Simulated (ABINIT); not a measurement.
## A GW chain in ABINIT: CsH (Fm-3m)

Aim: the G0W0 gap of CsH (Fm-3m) on LDA, step by step.

Program: ABINIT 10.8.3. Level of theory: LDA and many-body steps on it, plane waves. Results are calculated unless marked as measured.

The database entry behind the starting cell differs from later determinations by our own check (0.1 to 0.3 % short, probably kX units), so it need not match the best structure at ambient conditions.

## (1) The structure

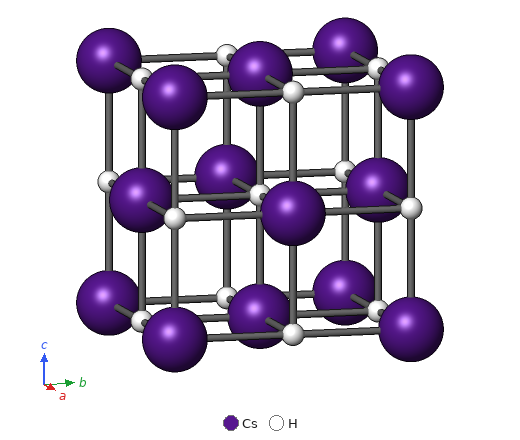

Start, viewed slightly off an axis; caesium purple, hydrogen white. This picture shows the conventional cell, with its axes. Some periodic images of atoms are drawn too.

The cell and positions come from the Crystallography Open Database and are kept as given unless a step says otherwise. Spin-orbit coupling is left out unless a step names it.

## (2) Ground state

This step: ABINIT 10.8.3; DFT, LDA, plane waves, norm-conserving pseudopotentials.

The ground-state density comes first.

run.abi reads:

```
acell 3*1.0 Angstrom
rprim 
  -0.000000000000 3.188000000000 3.188000000000
  3.188000000000 -0.000000000000 3.188000000000
  3.188000000000 3.188000000000 -0.000000000000
ntypat 2
znucl 55 1
natom 2
typat 1 2
xred 
  0.000000000000 0.000000000000 0.000000000000
  0.500000000000 0.500000000000 0.500000000000
pp_dirpath "pseudos"
pseudos "Cs.upf, H.upf"
ecut 31
ngkpt 6 6 6
nshiftk 1
shiftk 0 0 0
kptopt 1
chksymbreak 0
nband 10
occopt 1
tolvrs 1e-10
nstep 60
prtwf 0
optforces 0
optstress 0
indata_prefix "in"
outdata_prefix "out"
tmpdata_prefix "tmp"
```

Launch:

```
> OMP_NUM_THREADS=1 mpirun -n 4 abinit run.abi > log
```

Numbers of over 12 decimals in the logs are rounded to 6 here.

The program printed:

```text
.Version 10.8.3 of ABINIT. v10.8.2 released Aug 2026.

 Symmetries : space group Fm -3 m (#225); Bravais cF (face-center cubic)
================================================================================
 Values of the parameters that define the memory need of the present run
     intxc =       0    ionmov =       0      iscf =       7    lmnmax =       8
     lnmax =       8     mgfft =      45  mpssoang =       4    mqgrid =    3001
     natom =       2  nloc_mem =       1    nspden =       1   nspinor =       1
    nsppol =       1      nsym =      48    n1xccc =    2501    ntypat =       2
    occopt =       1   xclevel =       1
-    mband =          10        mffmem =           1         mkmem =           4
       mpw =        3623          nfft =       91125          nkpt =          16
================================================================================
  Rough estimation (10% accuracy) of disk space for files :
================================================================================

--------------------------------------------------------------------------------
------------- Echo of variables that govern the present computation ------------
--------------------------------------------------------------------------------
 -outvars: echo values of preprocessed input variables --------
            acell      1.8897261259E+00  1.8897261259E+00  1.8897261259E+00 Bohr

      chksymbreak           0
             ecut      3.10000000E+01 Hartree
-          fftalg         312

              ixc       -1012
              kpt      0.00000000E+00  0.00000000E+00  0.00000000E+00
                       1.66666667E-01  0.00000000E+00  0.00000000E+00
                       3.33333333E-01  0.00000000E+00  0.00000000E+00
                       5.00000000E-01  0.00000000E+00  0.00000000E+00
                       1.66666667E-01  1.66666667E-01  0.00000000E+00
                       3.33333333E-01  1.66666667E-01  0.00000000E+00
                       5.00000000E-01  1.66666667E-01  0.00000000E+00
                      -3.33333333E-01  1.66666667E-01  0.00000000E+00
                      -1.66666667E-01  1.66666667E-01  0.00000000E+00
   [... 5 further rows ...]
                      -3.33333333E-01  3.33333333E-01  1.66666667E-01
                      -3.33333333E-01  5.00000000E-01  1.66666667E-01
         kptrlatt        6    0    0      0    6    0      0    0    6
          kptrlen      5.11191270E+01
P           mkmem           4
            natom           2
            nband          10
            ngfft          45      45      45
             nkpt          16
            nstep          60
             nsym          48
           ntypat           2
              occ      2.000000  2.000000  2.000000  2.000000  2.000000  0.000000
                       0.000000  0.000000  0.000000  0.000000
        optforces           0
        optstress           0
            prtwf           0
            rprim     -0.0000000000E+00  3.1880000000E+00  3.1880000000E+00
[...]
spgroup         225

           tolvrs      1.00000000E-10

             xred      0.0000000000E+00  0.0000000000E+00  0.0000000000E+00
[...]
znucl       55.00000    1.00000

================================================================================

 chkinp: Checking input parameters for consistency.

================================================================================
== DATASET  1 ==================================================================
-   mpi_nproc: 4, omp_nthreads: 1 (-1 if OMP is not activated)

--- !DatasetInfo
iteration_state: {dtset: 1, }
dimensions: {natom: 2, nkpt: 16, mband: 10, nsppol: 1, nspinor: 1, nspden: 1, mpw: 3623, }
cutoff_energies: {ecut:  31.0, pawecutdg:  -1.0, }
electrons: {nelect:   1.00000000E+01, charge:   0.00000000E+00, occopt:   1.00000000E+00, tsmear:   1.00000000E-02, }

 Real(R)+Recip(G) space primitive vectors, cartesian coordinates (Bohr,Bohr^-1):
 R(1)=  0.0000000  6.0244469  6.0244469  G(1)= -0.0829952  0.0829952  0.0829952
 R(2)=  6.0244469  0.0000000  6.0244469  G(2)=  0.0829952 -0.0829952  0.0829952
 R(3)=  6.0244469  6.0244469  0.0000000  G(3)=  0.0829952  0.0829952 -0.0829952
 Unit cell volume ucvol=  4.3730207E+02 bohr^3
 Angles (23,13,12)=  6.00000000E+01  6.00000000E+01  6.00000000E+01 degrees

 getcut: wavevector=  0.0000  0.0000  0.0000  ngfft=  45  45  45
         ecut(hartree)=     31.000   => boxcut(ratio)=   2.06051

--- Pseudopotential description ------------------------------------------------
- Cs Generated using ONCVPSP code by D. R. Hamann
- 55.00000   9.00000  201201                  znucl, zion, pspdat
12 -1012 3 -1 2328                            pspcod,pspxc,lmax,lloc,mmax
     nproj     2     2     2     2
  pspatm : epsatm=   21.68725381
         --- l  ekb(1:nproj) -->
[...]
pspatm: atomic psp has been read  and splines computed

- H Generated using ONCVPSP code by D. R. Hamann
-  1.00000   1.00000  180309                  znucl, zion, pspdat
12 -1012 1 -1 1180                            pspcod,pspxc,lmax,lloc,mmax
     nproj     2     1     0     0
  pspatm : epsatm=    0.35439867
         --- l  ekb(1:nproj) -->
             0   -1.665338   -0.519510
             1   -0.275071
 pspatm: atomic psp has been read  and splines computed

   2.20416525E+02                                ecore*ucvol(ha*bohr**3)
--------------------------------------------------------------------------------

_setup2: Arith. and geom. avg. npw (full set) are    3602.847    3602.825

================================================================================

--- !BeginCycle
iteration_state: {dtset: 1, }
solver: {iscf: 7, nstep: 60, nline: 4, wfoptalg: 0, }
tolerances: {tolvrs: 1.00E-10, }

     iter   Etot(hartree)      deltaE(h)  residm     vres2
 ETOT  1  -23.995877116049    -2.400E+01 2.032E-02 2.162E+02
 ETOT  2  -24.026635544660    -3.076E-02 6.803E-04 1.090E+00
 ETOT  3  -24.026903292651    -2.677E-04 2.019E-03 4.215E-01
 ETOT  4  -24.026934009558    -3.072E-05 2.475E-03 5.396E-04
 ETOT  5  -24.026934158056    -1.485E-07 3.509E-03 7.016E-05
 ETOT  6  -24.026934171512    -1.346E-08 7.499E-04 3.046E-06
 ETOT  7  -24.026934172015    -5.027E-10 4.624E-04 1.556E-07
 ETOT  8  -24.026934172056    -4.118E-11 7.432E-05 1.211E-08
 ETOT  9  -24.026934172058    -1.862E-12 1.214E-05 8.183E-11

 At SCF step    9       vres2   =  8.18E-11 < tolvrs=  1.00E-10 =>converged.

--- !ResultsGS
iteration_state: {dtset: 1, }
comment   : Summary of ground state results
lattice_vectors:
- [ -0.0000000,   6.0244469,   6.0244469, ]
- [  6.0244469,  -0.0000000,   6.0244469, ]
- [  6.0244469,   6.0244469,  -0.0000000, ]
lattice_lengths: [   8.51985,    8.51985,    8.51985, ]
lattice_angles: [ 60.000,  60.000,  60.000, ] # degrees, (23, 13, 12)
lattice_volume:   4.3730207E+02
convergence: {deltae: -1.862E-12, res2:  8.183E-11, residm:  1.214E-05, diffor:  0.000E+00, }
etotal    :  -2.40269342E+01
entropy   :   0.00000000E+00
fermie    :   6.42267460E-02
cartesian_stress_tensor: null
pressure_GPa: null
xred      :
- [  0.0000E+00,   0.0000E+00,   0.0000E+00, Cs]
- [  5.0000E-01,   5.0000E-01,   5.0000E-01,  H]
cartesian_forces: null
force_length_stats: {min: null, max: null, mean: null, }

 Integrated electronic density in atomic spheres:
 ------------------------------------------------
 Atom  Sphere_radius  Integrated_density
    1        2.00000          4.47256378
    2        2.00000          1.08668999
================================================================================

 ----iterations are completed or convergence reached----

 Mean square residual over all n,k,spin=   13.344E-08; max=  12.139E-06
 reduced coordinates (array xred) for    2 atoms
       0.000000000000      0.000000000000      0.000000000000
       0.500000000000      0.500000000000      0.500000000000
 rms dE/dt=  0.0000E+00; max dE/dt=  0.0000E+00; dE/dt below (all hartree)
    1       0.000000000000      0.000000000000      0.000000000000
    2       0.000000000000      0.000000000000      0.000000000000

 cartesian coordinates (angstrom) at end:
    1      0.000000     0.000000     0.000000
    2      3.188000     3.188000     3.188000
 length scales=  1.889726125908  1.889726125908  1.889726125908 bohr
              =  1.000000000000  1.000000000000  1.000000000000 angstroms
 prteigrs : about to open file out_EIG
 Fermi (or HOMO) energy (hartree) =   0.06423   Average Vxc (hartree)=  -0.28349
 Eigenvalues (hartree) for nkpt=  16  k points:
 kpt#   1, nband= 10, wtk=  0.00463, kpt=  0.0000  0.0000  0.0000 (reduced coord)
  -0.72637   -0.22574   -0.22574   -0.22574   -0.00418    0.24858    0.24858    0.24858
   0.27254    0.31552
 prteigrs : prtvol=0 or 1, do not print more k-points.

--- !EnergyTerms
iteration_state     : {dtset: 1, }
comment             : Components of total free energy in Hartree
kinetic             :  5.64887023681933E+00
hartree             :  3.20055276836606E+00
xc                  : -7.18822019839373E+00
Ewald energy        : -1.64153609977453E+01
psp_core            :  5.04037228558503E-01
local_psp           : -1.30822222923221E+01
non_local_psp       :  3.30540908265911E+00
total_energy        : -2.40269341720581E+01
total_energy_eV     : -6.53806186062633E+02
band_energy         : -2.80224718086788E+00

== END DATASET(S) ==============================================================
================================================================================

 -outvars: echo values of variables after computation  --------
           etotal     -2.4026934172E+01
            nband          10
             nkpt          16
          spgroup         225
 [... the other variables as echoed above ...]

 Calculation completed.
```

Elapsed: 12 s, on 4 MPI ranks of Arm Neoverse N1, shared host; peak memory 0.32 GiB.

This step gave:

```yaml
total_energy: -653.8062 eV
gap: 1.956 eV
k_of_the_valence_top: 0.5, 0, 0
k_of_the_conduction_bottom: 0.5, 0, 0
least_direct_gap: 1.956 eV
```

The gap is direct, at (0.500, 0.000, 0.000).

## (3) Bands along the symmetry lines

The cheap functional maps the bands first; the places of the edges decide which points the dearer methods must see.

run.abi reads:

```
acell 3*1.0 Angstrom
rprim 
  -0.000000000000 3.188000000000 3.188000000000
  3.188000000000 -0.000000000000 3.188000000000
  3.188000000000 3.188000000000 -0.000000000000
ntypat 2
znucl 55 1
natom 2
typat 1 2
xred 
  0.000000000000 0.000000000000 0.000000000000
  0.500000000000 0.500000000000 0.500000000000
pp_dirpath "pseudos"
pseudos "Cs.upf, H.upf"
ecut 31
iscf -2
irdden 1
kptopt 0
nkpt 50
kpt 
  0.00000000 0.00000000 0.00000000
  0.06250000 0.00000000 0.06250000
  0.12500000 0.00000000 0.12500000
  0.18750000 0.00000000 0.18750000
  0.25000000 0.00000000 0.25000000
  0.31250000 0.00000000 0.31250000
  0.37500000 0.00000000 0.37500000
  0.43750000 0.00000000 0.43750000
  0.50000000 0.00000000 0.50000000
  0.51562500 0.03125000 0.51562500
  0.53125000 0.06250000 0.53125000
  0.54687500 0.09375000 0.54687500
  0.56250000 0.12500000 0.56250000
  0.57812500 0.15625000 0.57812500
  0.59375000 0.18750000 0.59375000
  0.60937500 0.21875000 0.60937500
  0.62500000 0.25000000 0.62500000
  0.37500000 0.37500000 0.75000000
  0.32812500 0.32812500 0.65625000
  0.28125000 0.28125000 0.56250000
  0.23437500 0.23437500 0.46875000
  0.18750000 0.18750000 0.37500000
  0.14062500 0.14062500 0.28125000
  0.09375000 0.09375000 0.18750000
  0.04687500 0.04687500 0.09375000
  0.00000000 0.00000000 0.00000000
  0.06250000 0.06250000 0.06250000
  0.12500000 0.12500000 0.12500000
  0.18750000 0.18750000 0.18750000
  0.25000000 0.25000000 0.25000000
  0.31250000 0.31250000 0.31250000
  0.37500000 0.37500000 0.37500000
  0.43750000 0.43750000 0.43750000
  0.50000000 0.50000000 0.50000000
  0.50000000 0.46875000 0.53125000
  0.50000000 0.43750000 0.56250000
  0.50000000 0.40625000 0.59375000
  0.50000000 0.37500000 0.62500000
  0.50000000 0.34375000 0.65625000
  0.50000000 0.31250000 0.68750000
  0.50000000 0.28125000 0.71875000
  0.50000000 0.25000000 0.75000000
  0.50000000 0.21875000 0.71875000
  0.50000000 0.18750000 0.68750000
  0.50000000 0.15625000 0.65625000
  0.50000000 0.12500000 0.62500000
  0.50000000 0.09375000 0.59375000
  0.50000000 0.06250000 0.56250000
  0.50000000 0.03125000 0.53125000
  0.50000000 0.00000000 0.50000000
istwfk *1
nband 12
nbdbuf 2
tolwfr 1e-08
nstep 40
prtwf 0
prtvol 0
indata_prefix "in"
outdata_prefix "out"
tmpdata_prefix "tmp"
```

The program printed:

```text
.Version 10.8.3 of ABINIT. v10.8.2 released Aug 2026.

 Symmetries : space group Fm -3 m (#225); Bravais cF (face-center cubic)
[... echo of the input left out ...]
== DATASET  1 ==================================================================
-   mpi_nproc: 4, omp_nthreads: 1 (-1 if OMP is not activated)

--- !DatasetInfo
iteration_state: {dtset: 1, }
dimensions: {natom: 2, nkpt: 50, mband: 12, nsppol: 1, nspinor: 1, nspden: 1, mpw: 3647, }
cutoff_energies: {ecut:  31.0, pawecutdg:  -1.0, }
electrons: {nelect:   1.00000000E+01, charge:   0.00000000E+00, occopt:   1.00000000E+00, tsmear:   1.00000000E-02, }

 Real(R)+Recip(G) space primitive vectors, cartesian coordinates (Bohr,Bohr^-1):
 R(1)=  0.0000000  6.0244469  6.0244469  G(1)= -0.0829952  0.0829952  0.0829952
 R(2)=  6.0244469  0.0000000  6.0244469  G(2)=  0.0829952 -0.0829952  0.0829952
 R(3)=  6.0244469  6.0244469  0.0000000  G(3)=  0.0829952  0.0829952 -0.0829952
 Unit cell volume ucvol=  4.3730207E+02 bohr^3
 Angles (23,13,12)=  6.00000000E+01  6.00000000E+01  6.00000000E+01 degrees

 getcut: wavevector=  0.0000  0.0000  0.0000  ngfft=  45  45  45
         ecut(hartree)=     31.000   => boxcut(ratio)=   2.06051

--- Pseudopotential description ------------------------------------------------
- Cs Generated using ONCVPSP code by D. R. Hamann
- 55.00000   9.00000  201201                  znucl, zion, pspdat
12 -1012 3 -1 2328                            pspcod,pspxc,lmax,lloc,mmax
     nproj     2     2     2     2
  pspatm : epsatm=   21.68725381
         --- l  ekb(1:nproj) -->
             0    6.247599    0.778427
             1    6.343167    0.797067
             2    3.778962    0.917083
[...]
pspatm: atomic psp has been read  and splines computed

- H Generated using ONCVPSP code by D. R. Hamann
-  1.00000   1.00000  180309                  znucl, zion, pspdat
12 -1012 1 -1 1180                            pspcod,pspxc,lmax,lloc,mmax
     nproj     2     1     0     0
  pspatm : epsatm=    0.35439867
         --- l  ekb(1:nproj) -->
[...]
1   -0.275071
 pspatm: atomic psp has been read  and splines computed

--------------------------------------------------------------------------------

================================================================================
 prteigrs : about to open file out_EIG
 Non-SCF case, kpt    1 (  0.00000  0.00000  0.00000), residuals and eigenvalues=
  7.51E-09  3.10E-09  4.63E-09  9.16E-09  6.49E-09  3.37E-09  7.86E-09  6.58E-09
  8.80E-09  9.05E-09  7.97E-09  2.55E-06
 -7.2637E-01 -2.2574E-01 -2.2574E-01 -2.2574E-01 -4.1780E-03  2.4858E-01
  2.4858E-01  2.4858E-01  2.7254E-01  3.1552E-01  3.1552E-01  3.5833E-01
 Non-SCF case, kpt    2 (  0.06250  0.00000  0.06250), residuals and eigenvalues=
  7.70E-09  4.42E-09  4.96E-09  9.96E-09  8.63E-09  9.85E-09  7.34E-09  6.30E-09
  3.99E-09  7.18E-09  9.80E-09  1.48E-06
 -7.2622E-01 -2.2719E-01 -2.2615E-01 -2.2615E-01 -1.0032E-03  2.4240E-01
[...]
Non-SCF case, kpt    3 (  0.12500  0.00000  0.12500), residuals and eigenvalues=
  6.52E-09  4.30E-09  3.48E-09  7.12E-09  8.60E-09  9.82E-09  9.53E-09  6.48E-09
  8.49E-09  6.21E-09  9.19E-09  2.48E-05
[...]
Non-SCF case, kpt   49 (  0.50000  0.03125  0.53125), residuals and eigenvalues=
[...]
Non-SCF case, kpt   50 (  0.50000  0.00000  0.50000), residuals and eigenvalues=
[...]
-7.2256E-01 -2.5304E-01 -2.3609E-01 -2.3609E-01  2.0059E-02  1.7030E-01
  2.5890E-01  3.5343E-01  3.5343E-01  3.5382E-01  3.7044E-01  3.8831E-01

--- !ResultsGS
iteration_state: {dtset: 1, }
comment   : Summary of ground state results
lattice_vectors:
- [ -0.0000000,   6.0244469,   6.0244469, ]
- [  6.0244469,  -0.0000000,   6.0244469, ]
- [  6.0244469,   6.0244469,  -0.0000000, ]
lattice_lengths: [   8.51985,    8.51985,    8.51985, ]
lattice_angles: [ 60.000,  60.000,  60.000, ] # degrees, (23, 13, 12)
lattice_volume:   4.3730207E+02
convergence: {deltae:  0.000E+00, res2:  0.000E+00, residm:  9.997E-09, diffor:  0.000E+00, }
etotal    :  -2.40269342E+01
entropy   :   0.00000000E+00
fermie    :   6.42267460E-02
cartesian_stress_tensor: null
pressure_GPa: null
xred      :
- [  0.0000E+00,   0.0000E+00,   0.0000E+00, Cs]
- [  5.0000E-01,   5.0000E-01,   5.0000E-01,  H]
cartesian_forces: null
force_length_stats: {min: null, max: null, mean: null, }

 Integrated electronic density in atomic spheres:
 ------------------------------------------------
 Atom  Sphere_radius  Integrated_density
[...]
================================================================================

 ----iterations are completed or convergence reached----

 Mean square residual over all n,k,spin=   68.736E-10; max=  99.969E-10
 reduced coordinates (array xred) for    2 atoms
       0.000000000000      0.000000000000      0.000000000000
       0.500000000000      0.500000000000      0.500000000000

 cartesian coordinates (angstrom) at end:
[...]
length scales=  1.889726125908  1.889726125908  1.889726125908 bohr
              =  1.000000000000  1.000000000000  1.000000000000 angstroms
 prteigrs : about to open file out_EIG
 Eigenvalues (hartree) for nkpt=  50  k points:
 kpt#   1, nband= 12, wtk=  1.00000, kpt=  0.0000  0.0000  0.0000 (reduced coord)
[...]
kpt#   2, nband= 12, wtk=  1.00000, kpt=  0.0625  0.0000  0.0625 (reduced coord)
[...]
kpt#   3, nband= 12, wtk=  1.00000, kpt=  0.1250  0.0000  0.1250 (reduced coord)
[...]
kpt#  49, nband= 12, wtk=  1.00000, kpt=  0.5000  0.0313  0.5313 (reduced coord)
  -0.72256   -0.25289   -0.23627   -0.23616    0.02062    0.17097    0.25764    0.33542
   0.35393    0.35991    0.38185    0.38853
 kpt#  50, nband= 12, wtk=  1.00000, kpt=  0.5000  0.0000  0.5000 (reduced coord)
  -0.72256   -0.25304   -0.23609   -0.23609    0.02006    0.17030    0.25890    0.35343
   0.35343    0.35382    0.37044    0.38831

== END DATASET(S) ==============================================================
================================================================================

 -outvars: echo values of variables after computation  --------
            nband          12
             nkpt          50
          spgroup         225
 [... the other variables as echoed above ...]

 Calculation completed.
```

The job ended after 25 s (4 MPI ranks; peak memory 0.29 GiB; 1.7 min of CPU time).

This step gave:

* gap: 1.956 eV
* k of the valence top: 0.5, 0.5, 0.5
* k of the conduction bottom: 0.5, 0.5, 0.5
* least direct gap: 1.956 eV

The gap is 1.956 eV, as in the run before at this level.

The electronic bands at the labelled points (eV, zero at the top of the highest filled band; v1 is the highest filled band, c1 the lowest empty one):

```
    point     v4     v3     v2     v1    c1    c2    c3    c4
        Γ  -7.89  -7.89  -7.89  -1.86  5.02  5.02  5.02  5.67
        X  -8.63  -8.17  -8.17  -1.20  2.89  5.30  7.87  7.87
        U  -8.51  -8.38  -8.11  -0.79  3.17  4.56  6.07  6.45
jump to K  -8.51  -8.38  -8.11  -0.79  3.17  4.56  6.07  6.45
        Γ  -7.89  -7.89  -7.89  -1.86  5.02  5.02  5.02  5.67
        L  -8.76  -7.99  -7.99   0.00  1.96  4.58  4.58  6.84
        W  -8.41  -8.41  -8.22  -0.75  3.92  3.92  4.95  8.26
        X  -8.63  -8.17  -8.17  -1.20  2.89  5.30  7.87  7.87
```

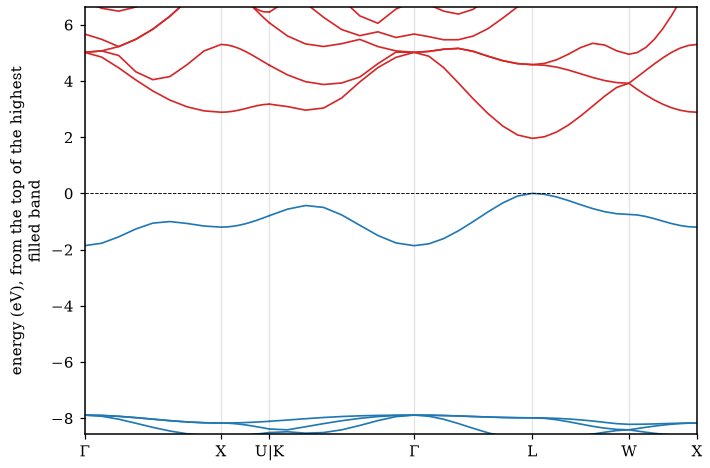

Electronic bands along the path; lines of filled and empty bands in two colours.

(Part 1 of 2 ends here.)

[Paths, hosts, dates, memory and timing lines, banners, echoed tables and standing remarks are left out of the program output.]

[Logs are printed without paths, hosts, clocks, repeated set-up lines and the standing remarks that a program may print on its own settings, such as how far it seeks lower states.]

[Runs of the session that timed out or met a known fault of the program may be left out.]

[Hosts, paths, dates, database ids (printed as entryN), source tags and the programs' standing remarks are cut or masked in the printed files.]

[G0W0 gaps are taken among the corrected bands and points alone; a level outside them can change the order at an edge.]

[Where Ansatz stands beside ABINIT at settings called matched, ABINIT's density can come from a denser mesh and the files from another edition; pairs whose starting gaps differed by over 0.03 eV were left out, so agreement reads better than it is.]
